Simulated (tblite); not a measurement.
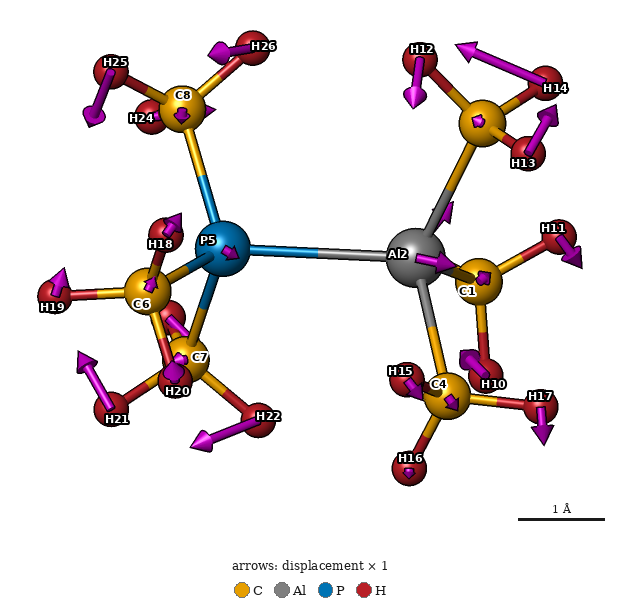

This is a relaxation of C₆H₁₈AlP. The starting structure is drawn; purple arrows show the displacements, at their true length. The two geometries are superimposed by the best rigid fit.

The picture is a ball-and-stick view, seen at a tilt.

Theory: GFN2-xTB geometry optimisation, gas phase (tblite). 

Question: Which element moves most?

Answer: Hydrogen: up to 1.17 Å, against 0.51 Å for aluminium.

Question: What happened in the run?

Answer: An H atom moves most after the best rigid fit: 1.17 Å. By element the largest moves are H 1.17 Å, Al 0.51 Å, P 0.23 Å, C 0.22 Å. Among the contacts that change: Al–P 2.279 → 2.576 Å, C–P 1.799 → 1.836 Å, C–H 1.115 → 1.089 Å, C–P 1.825 → 1.837 Å. Among the angles between lasting bonds that change: C–Al–P 113.8° → 95.6°, Al–P–C 105.8° → 119.1°, C–P–C 112.6° → 100.8°. Groups turn about C–P by about 55°, C–P by about 40°. Over 201 geometry steps the energy falls by 1.306 eV. Cost: 1.7 s on 1 thread of AMD EPYC 9R45 96-Core Processor, with other jobs on the host.
